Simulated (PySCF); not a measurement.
C$_{3}$H$_{6}$ClFSi: geometry relaxation

The run: geometry relaxation of C$_{3}$H$_{6}$ClFSi. Method and program: PBE0-D3(BJ)/def2-SVP geometry optimisation, gas phase (PySCF 2.14.0).

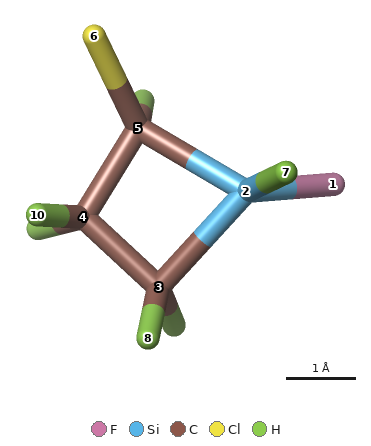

**Figure 1.** The input geometry (stick view, seen at a tilt; atoms are numbered from 1 in the order of the input). Bond lengths as drawn: C–C 1.50 to 1.53 Å, C–Cl 1.77 Å, C–H 1.09 to 1.13 Å, C–Si 1.92 Å, F–Si 1.63 Å and H–Si 1.45 Å.

Key numbers

```tsv
quantity	value
outcome	converged
total energy	−966.611000 hartree
dipole moment	2.15 D
point group	C1
hardware	1 CPU thread, shared host
wall time	86 s
peak memory	0.48 GiB
```

Input
```
{"job": {"xc": "PBE0", "basis": "def2-SVP", "d3": "d3bj", "grid": 1, "shake": 0.01, "kind": "geom"}, "charge": 0, "multiplicity": 1}
F      2.044140    -0.020510     1.715900
Si     1.309080    -0.257210     0.281560
C      0.194870     1.164630    -0.366820
C     -0.994570     0.250320    -0.386280
C     -0.475860    -0.948480     0.412760
Cl    -0.845210    -2.527100    -0.306490
H      2.313720    -0.933840    -0.521020
H      0.462350     1.611930    -1.328960
H      0.099120     1.989020     0.371980
H     -1.267100    -0.062150    -1.389290
H     -1.926510     0.690320     0.067120
H     -0.874340    -0.985200     1.440520
```

The first line tells a small driver script what to run in PySCF; the rest is the geometry in Å.

Launched with:
```bash
OMP_NUM_THREADS=1 python <driver script> task.json out
```

The program's output
```
step   0  E = -966.60463464  max force = 0.028605
step   1  E = -966.60625467  max force = 0.028472
step   2  E = -966.60908002  max force = 0.009175
step   3  E = -966.60948490  max force = 0.001268
step   4  E = -966.60961139  max force = 0.002046
step   5  E = -966.60988235  max force = 0.004820
step   6  E = -966.61013391  max force = 0.005523
step   7  E = -966.61034546  max force = 0.004004
step   8  E = -966.61054402  max force = 0.001171
step   9  E = -966.61071020  max force = 0.002772
step  10  E = -966.61083999  max force = 0.003164
step  11  E = -966.61096020  max force = 0.001844
step  12  E = -966.61099499  max force = 0.000491
step  13  E = -966.61099953  max force = 0.000218
optimisation converged
```

Trajectory as extended XYZ (Å, eV, eV/Å), 14 frames, from step=0 to step=13
```
12
Properties=species:S:1:pos:R:3:forces:R:3 step=0 energy=-26302.65184
F     2.0441   -0.0205    1.7159   -0.0370   0.1149   0.0199
Si    1.3091   -0.2572    0.2816   -1.2710   0.5424   0.5471
C     0.1949    1.1646   -0.3668    1.4149   0.9650   0.3240
C    -0.9946    0.2503   -0.3863   -1.4709  -0.0358   0.6745
C    -0.4759   -0.9485    0.4128    0.2520  -0.5485   0.3464
Cl   -0.8452   -2.5271   -0.3065   -0.0588  -0.3915  -0.1454
H     2.3137   -0.9338   -0.5210    0.3097  -0.2794  -0.5563
H     0.4623    1.6119   -1.3290    0.0100   0.1797  -0.1663
H     0.0991    1.9890    0.3720    0.1391  -0.2304  -0.1968
H    -1.2671   -0.0621   -1.3893   -0.0432  -0.1835  -0.4923
H    -1.9265    0.6903    0.0671    0.6060  -0.2567  -0.3226
H    -0.8743   -0.9852    1.4405    0.1492   0.1239  -0.0323
12
Properties=species:S:1:pos:R:3:forces:R:3 step=1 energy=-26302.69592
F     1.2206    0.3974    2.3777    0.0958   0.0489   0.3715
Si    1.0092   -0.1286    0.8702    0.0725  -0.1165  -1.4641
C     0.4159    1.0945   -0.4473    0.0502  -0.1603  -0.0233
C    -0.7742    0.1336   -0.7336   -0.0363   0.2667  -0.0829
C    -0.6529   -0.9117    0.4037   -0.1173  -0.0345   0.0865
Cl   -0.7225   -2.6063   -0.1603    0.0920   0.0628   0.1379
H     2.1774   -0.9037    0.3709    0.1300  -0.1029   0.3987
H     1.0535    1.2859   -1.3318    0.0172  -0.1141   0.3087
H     0.1091    2.0657   -0.0625   -0.2219   0.3479   0.1574
H    -0.6710   -0.3639   -1.6997    0.1788  -0.1881  -0.2125
H    -1.7491    0.6450   -0.7843   -0.0283  -0.0507   0.2273
H    -1.4200   -0.7999    1.1748   -0.2326   0.0408   0.0947
12
Properties=species:S:1:pos:R:3:forces:R:3 step=2 energy=-26302.77281
F     1.2448    0.3721    2.3407    0.0704   0.0460   0.1918
Si    1.0208   -0.1366    0.8200   -0.0220  -0.0835  -0.4718
C     0.4022    1.1104   -0.4444   -0.0899   0.0688   0.0695
C    -0.7711    0.1322   -0.7516   -0.1218   0.0916  -0.1514
C    -0.6609   -0.9017    0.4013   -0.0232  -0.0153   0.1333
Cl   -0.7255   -2.6094   -0.1090    0.0132  -0.0122   0.0118
H     2.2008   -0.9405    0.3966    0.0107  -0.0149   0.1461
H     1.0555    1.3190   -1.3036    0.0241   0.0071   0.0088
H     0.0682    2.0789   -0.0372    0.0006  -0.1033   0.0331
H    -0.6452   -0.3735   -1.7204    0.0843  -0.0200   0.0326
H    -1.7561    0.6248   -0.7843    0.0197  -0.0107   0.0296
H    -1.4376   -0.7674    1.1696    0.0340   0.0463  -0.0334
12
Properties=species:S:1:pos:R:3:forces:R:3 step=3 energy=-26302.78382
F     1.2616    0.3644    2.3263    0.0185   0.0212   0.0278
Si    1.0258   -0.1413    0.7994   -0.0229  -0.0257  -0.0105
C     0.3923    1.1149   -0.4427    0.0126  -0.0117  -0.0584
C    -0.7722    0.1313   -0.7638   -0.0652   0.0215  -0.0106
C    -0.6622   -0.8961    0.3999    0.0218  -0.0313  -0.0025
Cl   -0.7312   -2.6104   -0.0874   -0.0226  -0.0085  -0.0062
H     2.2076   -0.9590    0.4150   -0.0008  -0.0005   0.0159
H     1.0490    1.3403   -1.2949   -0.0169   0.0477  -0.0257
H     0.0495    2.0691   -0.0161    0.0062  -0.0341   0.0586
H    -0.6285   -0.3770   -1.7290    0.0439  -0.0082   0.0396
H    -1.7596    0.6168   -0.7953    0.0015  -0.0027  -0.0382
H    -1.4360   -0.7448    1.1663    0.0239   0.0323   0.0102
12
Properties=species:S:1:pos:R:3:forces:R:3 step=4 energy=-26302.78727
F     1.2716    0.3639    2.3193   -0.0102   0.0051  -0.0333
Si    1.0285   -0.1447    0.7918   -0.0024   0.0096   0.1052
C     0.3880    1.1163   -0.4422    0.0511  -0.0406  -0.0782
C    -0.7716    0.1291   -0.7697   -0.0293   0.0121   0.0589
C    -0.6628   -0.8943    0.3996    0.0171  -0.0246  -0.0472
Cl   -0.7437   -2.6111   -0.0785   -0.0285   0.0079   0.0010
H     2.2109   -0.9666    0.4205   -0.0045  -0.0014  -0.0265
H     1.0406    1.3579   -1.2936   -0.0340   0.0501  -0.0131
H     0.0415    2.0607    0.0023   -0.0009  -0.0187   0.0509
H    -0.6141   -0.3827   -1.7302    0.0287  -0.0118   0.0187
H    -1.7603    0.6107   -0.8089   -0.0056  -0.0085  -0.0546
H    -1.4326   -0.7313    1.1672    0.0186   0.0207   0.0180
12
Properties=species:S:1:pos:R:3:forces:R:3 step=5 energy=-26302.79464
F     1.2955    0.3633    2.3009   -0.0539  -0.0263  -0.1156
Si    1.0365   -0.1535    0.7750    0.0439   0.0674   0.2479
C     0.3786    1.1192   -0.4391    0.0937  -0.0772  -0.0817
C    -0.7659    0.1212   -0.7836    0.0421   0.0030   0.1613
C    -0.6642   -0.8884    0.3997   -0.0009  -0.0107  -0.1062
Cl   -0.7883   -2.6092   -0.0526   -0.0309   0.0242   0.0192
H     2.2179   -0.9833    0.4213   -0.0156  -0.0045  -0.0900
H     1.0131    1.4118   -1.2885   -0.0446   0.0433   0.0121
H     0.0198    2.0329    0.0567   -0.0228   0.0114   0.0233
H    -0.5671   -0.4026   -1.7289    0.0002  -0.0172  -0.0234
H    -1.7588    0.5893   -0.8557   -0.0168  -0.0186  -0.0717
H    -1.4212   -0.6925    1.1725    0.0054   0.0052   0.0250
12
Properties=species:S:1:pos:R:3:forces:R:3 step=6 energy=-26302.80148
F     1.3210    0.3584    2.2805   -0.0614  -0.0487  -0.1331
Si    1.0466   -0.1633    0.7577    0.0590   0.1041   0.2840
C     0.3688    1.1229   -0.4325    0.0863  -0.0847  -0.0518
C    -0.7536    0.1097   -0.7985    0.0832  -0.0025   0.1875
C    -0.6664   -0.8794    0.4012   -0.0096  -0.0037  -0.1224
Cl   -0.8501   -2.6025   -0.0156   -0.0239   0.0254   0.0320
H     2.2231   -0.9997    0.4040   -0.0250  -0.0056  -0.1180
H     0.9764    1.4807   -1.2761   -0.0289   0.0235   0.0296
H    -0.0100    1.9952    0.1212   -0.0390   0.0300  -0.0112
H    -0.5027   -0.4293   -1.7224   -0.0187  -0.0171  -0.0505
H    -1.7508    0.5579   -0.9215   -0.0180  -0.0236  -0.0632
H    -1.4061   -0.6425    1.1798   -0.0041   0.0028   0.0170
12
Properties=species:S:1:pos:R:3:forces:R:3 step=7 energy=-26302.80724
F     1.3430    0.3462    2.2660   -0.0258  -0.0521  -0.0806
Si    1.0554   -0.1702    0.7459    0.0268   0.1040   0.2059
C     0.3604    1.1271   -0.4228    0.0365  -0.0565   0.0003
C    -0.7369    0.0975   -0.8101    0.0769  -0.0073   0.1128
C    -0.6689   -0.8692    0.4041   -0.0012  -0.0158  -0.0867
Cl   -0.9113   -2.5919    0.0251   -0.0100   0.0151   0.0328
H     2.2223   -1.0094    0.3675   -0.0268  -0.0028  -0.0986
H     0.9423    1.5436   -1.2566    0.0060  -0.0016   0.0294
H    -0.0435    1.9604    0.1740   -0.0401   0.0325  -0.0390
H    -0.4381   -0.4556   -1.7124   -0.0205  -0.0096  -0.0476
H    -1.7359    0.5234   -0.9885   -0.0120  -0.0181  -0.0287
H    -1.3927   -0.5938    1.1857   -0.0097   0.0122   0.0002
12
Properties=species:S:1:pos:R:3:forces:R:3 step=8 energy=-26302.81264
F     1.3575    0.3278    2.2654    0.0303  -0.0332   0.0103
Si    1.0587   -0.1709    0.7459   -0.0421   0.0602   0.0466
C     0.3559    1.1307   -0.4129   -0.0211   0.0072   0.0491
C    -0.7221    0.0888   -0.8143    0.0319  -0.0143  -0.0274
C    -0.6711   -0.8619    0.4078    0.0183  -0.0349  -0.0099
Cl   -0.9468   -2.5837    0.0549    0.0018  -0.0014   0.0227
H     2.2128   -1.0072    0.3232   -0.0159   0.0004  -0.0414
H     0.9286    1.5748   -1.2378    0.0357  -0.0198   0.0131
H    -0.0708    1.9472    0.1931   -0.0249   0.0130  -0.0442
H    -0.3972   -0.4722   -1.7044   -0.0029   0.0026  -0.0129
H    -1.7209    0.4990   -1.0309   -0.0025  -0.0051   0.0112
H    -1.3885   -0.5642    1.1877   -0.0085   0.0252  -0.0172
12
Properties=species:S:1:pos:R:3:forces:R:3 step=9 energy=-26302.81717
F     1.3767    0.3009    2.2724    0.0745  -0.0102   0.0810
Si    1.0574   -0.1682    0.7513   -0.1072   0.0108  -0.0877
C     0.3507    1.1359   -0.4012   -0.0543   0.0722   0.0654
C    -0.7084    0.0814   -0.8163   -0.0159  -0.0226  -0.1425
C    -0.6739   -0.8561    0.4128    0.0342  -0.0496   0.0571
Cl   -0.9671   -2.5783    0.0826    0.0065  -0.0130   0.0088
H     2.1949   -0.9981    0.2737    0.0011   0.0011   0.0166
H     0.9286    1.5888   -1.2171    0.0462  -0.0278  -0.0058
H    -0.0998    1.9487    0.1933   -0.0049  -0.0140  -0.0286
H    -0.3646   -0.4841   -1.6979    0.0192   0.0125   0.0258
H    -1.7064    0.4787   -1.0615    0.0043   0.0077   0.0377
H    -1.3921   -0.5416    1.1856   -0.0037   0.0329  -0.0278
12
Properties=species:S:1:pos:R:3:forces:R:3 step=10 energy=-26302.82070
F     1.4097    0.2679    2.2755    0.0863  -0.0039   0.0865
Si    1.0545   -0.1661    0.7531   -0.1269  -0.0034  -0.1080
C     0.3401    1.1439   -0.3872   -0.0495   0.0894   0.0456
C    -0.6934    0.0724   -0.8220   -0.0361  -0.0253  -0.1627
C    -0.6781   -0.8490    0.4184    0.0337  -0.0515   0.0722
Cl   -0.9916   -2.5720    0.1179    0.0084  -0.0117  -0.0030
H     2.1736   -0.9900    0.2237    0.0103   0.0004   0.0400
H     0.9258    1.6078   -1.1913    0.0387  -0.0267  -0.0149
H    -0.1369    1.9479    0.1981    0.0058  -0.0261  -0.0097
H    -0.3201   -0.4975   -1.6895    0.0245   0.0160   0.0383
H    -1.6897    0.4531   -1.0988    0.0052   0.0136   0.0438
H    -1.3978   -0.5101    1.1798   -0.0006   0.0291  -0.0282
12
Properties=species:S:1:pos:R:3:forces:R:3 step=11 energy=-26302.82397
F     1.4523    0.2322    2.2769    0.0566  -0.0054   0.0360
Si    1.0482   -0.1630    0.7552   -0.0871  -0.0002  -0.0504
C     0.3267    1.1535   -0.3732   -0.0109   0.0561   0.0012
C    -0.6800    0.0638   -0.8286   -0.0297  -0.0165  -0.0948
C    -0.6833   -0.8430    0.4244    0.0171  -0.0323   0.0449
Cl   -1.0099   -2.5674    0.1517    0.0053  -0.0011  -0.0100
H     2.1491   -0.9805    0.1802    0.0114  -0.0020   0.0336
H     0.9261    1.6204   -1.1659    0.0118  -0.0114  -0.0111
H    -0.1750    1.9507    0.1989    0.0076  -0.0220   0.0107
H    -0.2756   -0.5079   -1.6806    0.0144   0.0123   0.0277
H    -1.6745    0.4289   -1.1306    0.0038   0.0107   0.0266
H    -1.4082   -0.4796    1.1693   -0.0003   0.0118  -0.0145
12
Properties=species:S:1:pos:R:3:forces:R:3 step=12 energy=-26302.82492
F     1.4666    0.2253    2.2757    0.0180  -0.0041   0.0018
Si    1.0446   -0.1617    0.7554   -0.0253   0.0065   0.0012
C     0.3230    1.1564   -0.3715    0.0068   0.0091  -0.0097
C    -0.6790    0.0626   -0.8308   -0.0089  -0.0036  -0.0233
C    -0.6849   -0.8427    0.4255    0.0030  -0.0083   0.0110
Cl   -1.0093   -2.5679    0.1569    0.0017   0.0046  -0.0076
H     2.1439   -0.9797    0.1784    0.0029  -0.0035   0.0086
H     0.9272    1.6203   -1.1625   -0.0020   0.0006  -0.0020
H    -0.1818    1.9524    0.1985    0.0019  -0.0085   0.0099
H    -0.2675   -0.5078   -1.6794    0.0025   0.0032   0.0075
H    -1.6737    0.4257   -1.1332    0.0011   0.0038   0.0065
H    -1.4131   -0.4747    1.1647   -0.0018   0.0001  -0.0039
12
Properties=species:S:1:pos:R:3:forces:R:3 step=13 energy=-26302.82504
F     1.4698    0.2271    2.2743    0.0040  -0.0035  -0.0050
Si    1.0441   -0.1615    0.7550   -0.0004   0.0049   0.0112
C     0.3226    1.1565   -0.3721    0.0060  -0.0049  -0.0062
C    -0.6796    0.0626   -0.8316    0.0020   0.0018   0.0022
C    -0.6852   -0.8428    0.4254   -0.0029   0.0015   0.0006
Cl   -1.0087   -2.5679    0.1564    0.0011   0.0025  -0.0053
H     2.1440   -0.9816    0.1820   -0.0018  -0.0027  -0.0016
H     0.9258    1.6214   -1.1634   -0.0021   0.0036   0.0014
H    -0.1815    1.9506    0.2009   -0.0014  -0.0016   0.0037
H    -0.2670   -0.5075   -1.6796   -0.0018  -0.0006  -0.0007
H    -1.6744    0.4258   -1.1330    0.0000   0.0014   0.0008
H    -1.4141   -0.4743    1.1636   -0.0027  -0.0025  -0.0011
```

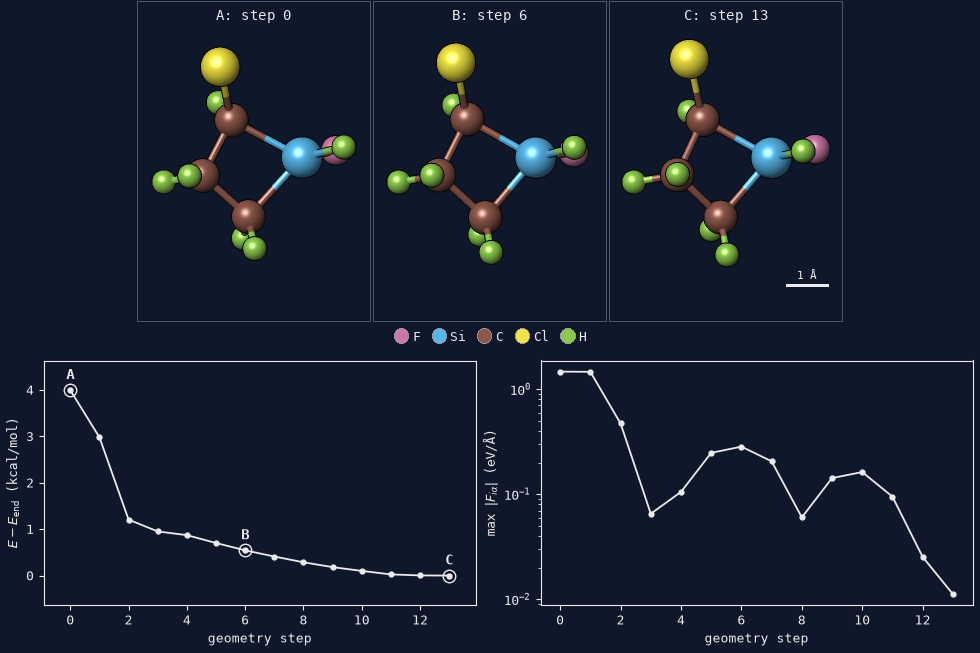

**Figure 2.** Frames of the relaxation (ball-and-stick view, seen at a tilt) above the curves, on which the letters mark them (steps are counted from 0).

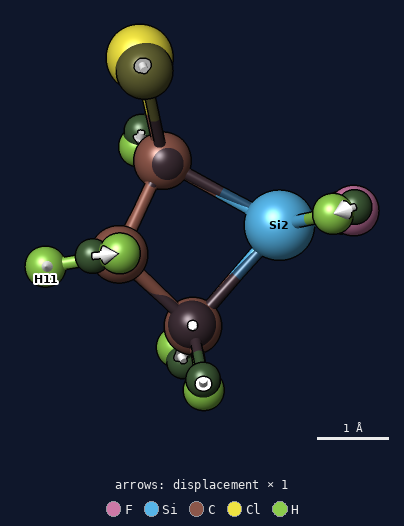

**Figure 3.** Start (faint) and end (solid) with the displacements as white arrows, at true length (ball-and-stick view, seen at a tilt). The two geometries are laid on each other by the best rigid fit. The atom that moves furthest after the best rigid fit is H10 (0.43 Å). By element the largest moves are H 0.43 Å, Cl 0.37 Å, F 0.26 Å, C 0.14 Å, Si 0.06 Å. Among the contacts that change: C3–C4 1.500 → 1.553 Å, Si2–C3 1.919 → 1.878 Å, Si2–H7 1.453 → 1.487 Å, Si2–C5 1.919 → 1.888 Å. Among the angles that change: C3–Si2–H7 124.0° → 116.1°, C5–Si2–H7 120.9° → 114.3°, F1–Si2–C5 114.3° → 119.3°. Over 13 geometry steps the energy falls by 3.99 kcal/mol. The largest force component goes from 1.5 to 0.011 eV/Å. (Atoms are counted from 1 in the order of the input.)
